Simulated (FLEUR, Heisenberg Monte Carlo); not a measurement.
# NiO: exchange couplings by force theorems

One state of NiO is converged without symmetry. Force theorems then give its exchange couplings.

Program: FLEUR MaX-R8.1. Level of theory: LDA (VWN) with U = 6.9 eV, J = 0.9 eV on Ni d; all-electron FLAPW, Dirac cores, scalar-relativistic bands. Results are calculated unless marked as measured.

The experiments to compare with:

For NiO, rock salt (literature value), “On the Elastic Anisotropy of the Entropy-Stabilized Oxide (Mg, Co, Ni, Cu, Zn)O” (2020, arxiv:2004.06613) quotes earlier work: ordering temperature (Neel temperature) 525 K [literature value quoted in the paper's theory part].

This is a report of a sequence of runs, with most program output left out.

### Step 1. The structure

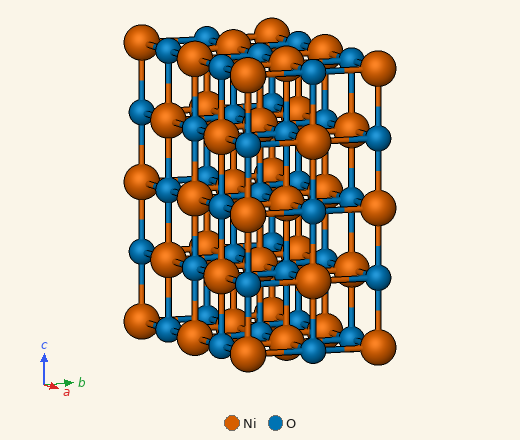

The starting structure, seen slightly off an axis (nickel orange, oxygen blue). 2×1×2 cells are drawn. This picture shows the conventional cell, with its axes. Some periodic images of atoms are drawn too.

Coordinates:

```xyz
2
Lattice="0.0000 2.0859 2.0859 2.0859 0.0000 2.0859 2.0859 2.0859 0.0000" Properties=species:S:1:pos:R:3 pbc="T T T"
Ni    0.0000    0.0000    0.0000
O     2.0859    2.0859    2.0859
```

### Step 2. Reference state

The force theorems are single passes in this state's potential, so it has to be converged first. A Hubbard U acts on the open shell, since semilocal functionals spread its electrons too much.

No symmetry is used, so that later steps may turn the spins freely; k and −k are joined. inpgen writes inp.xml from crystal.txt; cutoffs, mixing, functional, smearing and local orbitals are then set in the file. The k list scf (kpts.xml, not shown) is a Γ-centred 8×8×8 mesh; where the ranks do not divide the number of points, some are split in two of half the weight.

inp.xml reads:

```
<?xml version="1.0" encoding="UTF-8" standalone="no"?>
<fleurInput fleurInputVersion="0.39">
   <comment>
      NiO
   </comment>
   <calculationSetup>
      <cutoffs Kmax="4.32" Gmax="13.0" GmaxXC="13.0" numbands="0"/>
      <scfLoop itmax="130" minDistance="0.0001" maxIterBroyd="15" imix="Anderson" alpha="0.05" precondParam="0.0" spinf="2.0" sdNocoIR="T"/>
      <coreElectrons ctail="F" frcor="F" kcrel="0" coretail_lmax="0"/>
      <xcFunctional name="vwn" relativisticCorrections="F"/>
      <magnetism jspins="2" l_noco="F" l_ss="F">
         <qss>0.0 0.0 0.0</qss>
         <mtNocoParams l_mperp="F" l_mtNocoPot="F" l_relaxSQA="F" mag_mixing_scheme="0" mix_RelaxWeightOffD="1.0" l_constrained="F" mix_constr="1.0"/>
         <sourceFreeMag l_sourceFree="F" l_scaleMag="F" mag_scale="1.0"/>
      </magnetism>
      <soc l_soc="F" theta="0.0" phi="0.0" spav="F"/>
      <expertModes spex="0" secvar="F"/>
      <geometryOptimization l_f="F" forcealpha="1.0" forcemix="BFGS" epsdisp="0.00001" epsforce="0.00001"/>
      <ldaU l_linMix="F" mixParam="0.05" spinf="1.0"/>
   </calculationSetup>
   <cell>
      <bzIntegration valenceElectrons="24.0" mode="hist" fermiSmearingEnergy="0.00110248">
         <kPointListSelection listName="scf"/>
         <xi:include xmlns:xi="http://www.w3.org/2001/XInclude" href="kpts.xml"> </xi:include>
      </bzIntegration>
      <xi:include xmlns:xi="http://www.w3.org/2001/XInclude" href="sym.xml"> </xi:include>
      <bulkLattice scale="1.0">
         <bravaisMatrix>
            <row-1>    0.0000000000000000     3.9417828250996005     3.9417828250996005</row-1>
            <row-2>    3.9417828250996005     0.0000000000000000     3.9417828250996005</row-2>
            <row-3>    3.9417828250996005     3.9417828250996005     0.0000000000000000</row-3>
         </bravaisMatrix>
      </bulkLattice>
   </cell>
   <atomSpecies>
      <species name="Nickel (Ni2.000" element="Ni" atomicNumber="28">
         <mtSphere radius="2.46" gridPoints="813" logIncrement="0.015"/>
         <atomicCutoffs lmax="10" lnonsphr="8"/>
         <electronConfig flipSpins="F">
            <coreConfig>(1s1/2) (2s1/2) (2p1/2) (2p3/2)</coreConfig>
            <valenceConfig>(3s1/2) (3p1/2) (3p3/2) (4s1/2) (3d3/2) (3d5/2)</valenceConfig>
            <stateOccupation state="(3d3/2)" spinUp="2.0" spinDown="1.2"/>
            <stateOccupation state="(3d5/2)" spinUp="3.0" spinDown="1.8"/>
         </electronConfig>
         <energyParameters s="4" p="4" d="3" f="4"/>
         <ldaU l="2" U="6.9" J="0.9" l_amf="F"/>
         <lo type="SCLO" l="0" n="3" eDeriv="0"/>
         <lo type="SCLO" l="1" n="3" eDeriv="0"/>
      </species>
      <species name="Oxygen (O)" element="O" atomicNumber="8">
         <mtSphere radius="1.39" gridPoints="461" logIncrement="0.023"/>
         <atomicCutoffs lmax="6" lnonsphr="4"/>
         <electronConfig flipSpins="F">
            <coreConfig>(1s1/2)</coreConfig>
            <valenceConfig>(2s1/2) (2p1/2) (2p3/2)</valenceConfig>
            <stateOccupation state="(2p1/2)" spinUp="0.666667" spinDown="0.666667"/>
            <stateOccupation state="(2p3/2)" spinUp="1.333333" spinDown="1.333333"/>
         </electronConfig>
         <energyParameters s="2" p="2" d="3" f="4"/>
      </species>
   </atomSpecies>
   <atomGroups>
      <atomGroup species="Nickel (Ni2.000">
         <relPos label="                   1">.0000000000 .0000000000 .0000000000</relPos>
         <force calculate="T" relaxXYZ="TTT"/>
         <nocoParams  alpha="0.0" beta="0.0"/>
      </atomGroup>
      <atomGroup species="Oxygen (O)">
         <relPos label="                   2">1.000/2.000 1.000/2.000 1.000/2.000</relPos>
         <force calculate="T" relaxXYZ="TTT"/>
         <nocoParams  alpha="0.0" beta="0.0"/>
      </atomGroup>
   </atomGroups>
   <output dos="F" band="F" slice="F">
      <bandDOS minEnergy="-.5*Htr" maxEnergy="0.5*Htr" sigma="0.015" storeEVData="T"/>
      <plotting iplot="0" polar="F">
         <plot TwoD="T" vec1="  1.0  0.0  0.0" vec2="  0.0  1.0  0.0" vec3="  0.0  0.0  1.0" zero="  0.0  0.0  0.0" file="plot"/>
      </plotting>
      <moessbauerParams electricFieldGradient="F" isomerShift="F" coreHyperfine="F" valenceHyperfine="F"/>
   </output>
</fleurInput>
```

crystal.txt reads:

```
NiO
&input film=F cartesian=F /
0.00000000000  2.08590164140  2.08590164140
2.08590164140  0.00000000000  2.08590164140
2.08590164140  2.08590164140  0.00000000000
1.8897261246
1.0 1.0 1.0

2
28 0.00000000000  0.00000000000  0.00000000000 : 2.000
8 0.50000000000  0.50000000000  0.50000000000

&kpt div1=8 div2=8 div3=8 gamma=T /
```

Started as:

```console
> OMP_NUM_THREADS=1 inpgen -f crystal.txt -nosym -noco > inpgen.log  # inp.xml is then edited as shown
> OMP_NUM_THREADS=1 mpirun -n 2 fleur_MPI > fleur.log
```

Wall time 95 s (2 MPI ranks of AMD EPYC 9R45, shared host); peak memory 0.37 GiB.

Spin moment in the muffin-tin sphere by atom:

| atom | spin moment in the muffin-tin sphere (μB) |
| --- | --- |
| Ni1 | 1.77 |
| O2 | 0.19 |

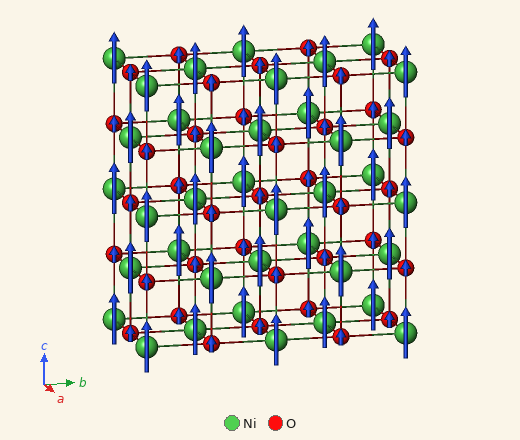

Spin moment in the muffin-tin sphere as arrows, the longest 1.77 μB. Up and down stand for the sign. Arrows give size and sign along the axis of quantisation, drawn up and down the page. Each arrow also spans its atom, so small moments look longer than they are. 1×2×2 conventional cells are drawn. Some periodic images of atoms are drawn too.

This step gave:

```yaml
free_energy: -43351.2031 eV
program_s_band_gap_on_this_mesh_in_a_metal_only_a_level_spacing: 2.196 eV
magnetization: 2 μB
final_state: ferromagnetic
```

After 18 cycles the largest moment stands at 1.77 μB.

### Step 3. Cone spirals

A narrow cone is a small rotation, for which the force theorem holds; spirals of any q fit in this cell.

All spins tilt by 20° and precess with wavevector q. The points are the irreducible ones of a 4×4×4 mesh. The k list spirals (kpts.xml, not shown) is a Γ-centred 8×8×8 mesh.

Changes to inp.xml since step 2:

```diff
@@ -7,6 +7,6 @@
       <cutoffs Kmax="4.32" Gmax="13.0" GmaxXC="13.0" numbands="0"/>
-      <scfLoop itmax="130" minDistance="0.0001" maxIterBroyd="15" imix="Anderson" alpha="0.05" precondParam="0.0" spinf="2.0" sdNocoIR="T"/>
+      <scfLoop itmax="1" minDistance="0.0001" maxIterBroyd="15" imix="Anderson" alpha="0.05" precondParam="0.0" spinf="2.0" sdNocoIR="T"/>
       <coreElectrons ctail="F" frcor="F" kcrel="0" coretail_lmax="0"/>
       <xcFunctional name="vwn" relativisticCorrections="F"/>
-      <magnetism jspins="2" l_noco="F" l_ss="F">
+      <magnetism jspins="2" l_noco="T" l_ss="T">
          <qss>0.0 0.0 0.0</qss>
@@ -22,3 +22,3 @@
       <bzIntegration valenceElectrons="24.0" mode="hist" fermiSmearingEnergy="0.00110248">
-         <kPointListSelection listName="scf"/>
+         <kPointListSelection listName="spirals"/>
          <xi:include xmlns:xi="http://www.w3.org/2001/XInclude" href="kpts.xml"> </xi:include>
@@ -65,3 +65,3 @@
          <force calculate="T" relaxXYZ="TTT"/>
-         <nocoParams  alpha="0.0" beta="0.0"/>
+         <nocoParams  alpha="0.0" beta="0.3490659"/>
       </atomGroup>
@@ -70,3 +70,3 @@
          <force calculate="T" relaxXYZ="TTT"/>
-         <nocoParams  alpha="0.0" beta="0.0"/>
+         <nocoParams  alpha="0.0" beta="0.3490659"/>
       </atomGroup>
@@ -80,2 +80,14 @@
    </output>
+   <forceTheorem>
+      <spinSpiralDispersion>
+         <q>0.00000000 0.00000000 0.00000000</q>
+         <q>0.00000000 0.00000000 0.25000000</q>
+         <q>0.00000000 0.00000000 0.50000000</q>
+         <q>0.00000000 0.25000000 0.25000000</q>
+         <q>0.00000000 0.25000000 0.50000000</q>
+         <q>0.00000000 0.25000000 -0.25000000</q>
+         <q>0.00000000 0.50000000 0.50000000</q>
+         <q>0.25000000 0.50000000 -0.25000000</q>
+      </spinSpiralDispersion>
+   </forceTheorem>
 </fleurInput>
```

Started as:

```console
> OMP_NUM_THREADS=1 mpirun -n 2 fleur_MPI -warn_only > fleur.log
```

Wall time 2 min (2 MPI ranks); peak memory 0.4 GiB; 4 min of CPU time.

Spiral energies, by row:

| q1 | q2 | q3 | band energy less that at q = 0 (meV a cell) |
| --- | --- | --- | --- |
| 0 | 0 | 0 | 0 |
| 0 | 0 | 0.25 | -5.521 |
| 0 | 0 | 0.5 | -9.151 |
| 0 | 0.25 | 0.25 | -3.233 |
| 0 | 0.25 | 0.5 | -3.431 |
| 0 | 0.25 | -0.25 | -6.28 |
| 0 | 0.5 | 0.5 | 2.83 |
| 0.25 | 0.5 | -0.25 | -0.5333 |

### Step 4. Couplings in real space

Energy differences over sin² of the cone give J(q); symmetry fills the mesh, and a Fourier sum gives the pairs.

Table of the J, nearest shells first. Convention: E = -sum over ordered pairs of J e_i.e_j, unit vectors; induced moments turn with the spiral.

| from | to | distance (Å) | count | J (meV) |
| --- | --- | --- | --- | --- |
| Ni1 | Ni | 2.95 | 12 | 2.22 |
| Ni1 | Ni | 4.17 | 6 | -8.37 |
| Ni1 | Ni | 5.11 | 24 | -0.343 |

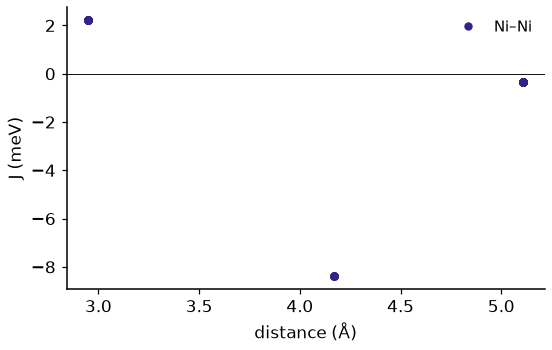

The J against distance.

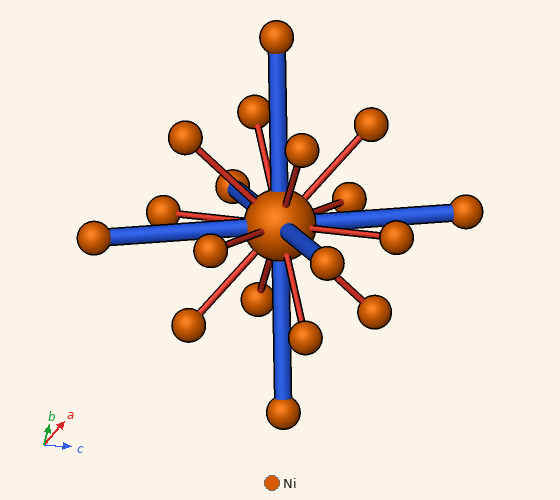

Couplings from atom Ni1 (the large sphere): red positive, blue negative, thicker for larger size. Couplings under 12 % of the largest, and all beyond 4.17 Å, are left out.

Pairs that symmetry makes alike are averaged. Farther pairs are folded with their periodic images: they enter the temperatures but not the table.

Derived from these couplings:

* distance up to which pairs are told from their periodic images: 5.900 Å
* largest imaginary part left by the Fourier sum: 3.77e-15 meV
* wavevector of the mean-field order: 0, 0, 0.5 reciprocal lattice
* energy of the cheapest spiral on the q mesh, over sin² of its cone, a magnetic atom: -78.23 meV
* its wavevector: 0, 0, 0.5 reciprocal lattice
* ordering temperature, mean field: 344.2 K

### Step 5. Finite temperature

Classical unit spins on 8×8×8 cells (512 spins), 62 couplings a spin. Heat-bath moves, cooled from random spins, 300 sweeps to settle and 800 measured at each temperature, averaged over 2 runs.

Wall time 8.2 s (2 threads).

| T (K) | net moment | heat capacity (k_B a spin) |
| --- | --- | --- |
| 51.6 | 0.01 | 0.92 |
| 68.8 | 0.01 | 1.02 |
| 86.0 | 0.01 | 1.08 |
| 103 | 0.01 | 1.03 |
| 120 | 0.02 | 1.39 |
| 138 | 0.02 | 1.18 |
| 155 | 0.02 | 1.27 |
| 172 | 0.02 | 1.33 |
| 189 | 0.02 | 1.58 |
| 207 | 0.02 | 1.88 |
| 224 | 0.02 | 1.89 |
| 241 | 0.03 | 1.57 |
| 258 | 0.03 | 1.16 |
| 275 | 0.03 | 0.94 |
| 293 | 0.03 | 0.66 |
| 310 | 0.03 | 0.52 |
| 327 | 0.03 | 0.38 |
| 344 | 0.03 | 0.39 |
| 361 | 0.03 | 0.34 |

The cooled spins do not end in the run's own pattern, so only the heat capacity marks where order grows.

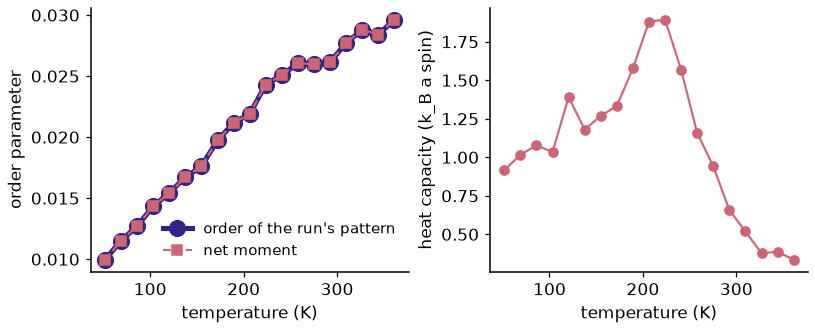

Order parameter and heat capacity against temperature.

### Step 6. Another try

An input with a fault is tried, to see how the program answers.

Changes to inp.xml since step 2:

```diff
@@ -7,10 +7,6 @@
       <cutoffs Kmax="4.32" Gmax="13.0" GmaxXC="13.0" numbands="0"/>
-      <scfLoop itmax="130" minDistance="0.0001" maxIterBroyd="15" imix="Anderson" alpha="0.05" precondParam="0.0" spinf="2.0" sdNocoIR="T"/>
-      <coreElectrons ctail="F" frcor="F" kcrel="0" coretail_lmax="0"/>
+      <scfLoop itmax="60" minDistance="0.0001" maxIterBroyd="15" imix="Anderson" alpha="0.05" precondParam="0.0" spinf="2.0" sdNocoIR="T"/>
+      <coreElectrons ctail="T" frcor="F" kcrel="0" coretail_lmax="0"/>
       <xcFunctional name="vwn" relativisticCorrections="F"/>
-      <magnetism jspins="2" l_noco="F" l_ss="F">
-         <qss>0.0 0.0 0.0</qss>
-         <mtNocoParams l_mperp="F" l_mtNocoPot="F" l_relaxSQA="F" mag_mixing_scheme="0" mix_RelaxWeightOffD="1.0" l_constrained="F" mix_constr="1.0"/>
-         <sourceFreeMag l_sourceFree="F" l_scaleMag="F" mag_scale="1.0"/>
-      </magnetism>
+      <magnetism jspins="1" l_noco="T"/>
       <soc l_soc="F" theta="0.0" phi="0.0" spav="F"/>
@@ -22,3 +18,3 @@
       <bzIntegration valenceElectrons="24.0" mode="hist" fermiSmearingEnergy="0.00110248">
-         <kPointListSelection listName="scf"/>
+         <kPointListSelection listName="default-1"/>
          <xi:include xmlns:xi="http://www.w3.org/2001/XInclude" href="kpts.xml"> </xi:include>
@@ -65,3 +61,2 @@
          <force calculate="T" relaxXYZ="TTT"/>
-         <nocoParams  alpha="0.0" beta="0.0"/>
       </atomGroup>
@@ -70,3 +65,2 @@
          <force calculate="T" relaxXYZ="TTT"/>
-         <nocoParams  alpha="0.0" beta="0.0"/>
       </atomGroup>
```

crystal.txt is that of step 2.

Started as:

```console
> OMP_NUM_THREADS=1 inpgen -f crystal.txt > inpgen.log  # inp.xml is then edited as shown
> OMP_NUM_THREADS=1 mpirun -n 2 fleur_MPI > fleur.log
```

Run time: 2.7 s. Hardware: 2 MPI ranks; peak memory 0.22 GiB.

The program refused the input before any cycle.

The program's message: “l_noco=T requires jspins=2”

The fault in the input: non-collinear spins with one spin channel.

Non-collinear spins need jspins = 2.

### Step 7. Summary of results

* reference state, unstable against spirals: ferromagnetic
* largest sphere moment: 1.77 μB
* J, nearest shell (E = −Σ J e·e, ordered pairs): 2.22 meV
* largest J: -8.37 meV at 4.17 Å
* ordering temperature, mean field: 344 K
* heat-capacity peak in Monte Carlo, interpolated: 215 K

In words: A rotation at q = (0, 0, 0.5) lowers the energy, so by its own couplings the state is not the lowest. The couplings rotate rigid moments in a frozen potential; induced moments turn with the spiral and are folded in. Far couplings hang on the mesh, in metals near ones too. Monte Carlo puts the peak at 0.63 of the mean-field temperature; besides fluctuations, rival orders and the fit of the order to the finite box enter that ratio. On cooling the model does not settle into the pattern of the DFT state; another pattern, or another domain of it, wins. Temperatures are for classical spins; for spin S a factor (S+1)/S is a common correction. The couplings were taken about a state that is not the lowest, which is fair only while the moments are rigid. That factor is rough and the peak comes from a small cell, so agreement with experiment is no sharp test. The state was typed, and no other order was converged beside it, so it need not be the ground state.

Computed beside measured:

| quantity | measured | Monte Carlo | Monte Carlo × (S+1)/S, S = 1 |
| --- | --- | --- | --- |
| ordering temperature (K) | 525 | 215 (-59.0 %) | 430 (-18.0 %) |

Measured values from arxiv:2004.06613 (2020).

Verdict: For the ordering temperature, of the levels listed nearest comes Monte Carlo × (S+1)/S, S = 1 (-18.0 %, fair agreement) and farthest Monte Carlo (-59.0 %, a clear miss). No cell relaxation is part of this session.

[Logs and program files are shortened in this print: banners, set-up blocks, solver, clock and traceback lines can be left out without a mark of their own.]

[Logs are printed without paths, hosts, clocks, repeated set-up lines and the standing remarks that a program may print on its own settings, such as how far it seeks lower states.]

[Hosts, paths, dates, database ids (printed as entryN), source tags and the programs' standing remarks are cut or masked in the printed files.]

[Where a cell is said to come from a database of computed structures, the database is the Materials Project.]
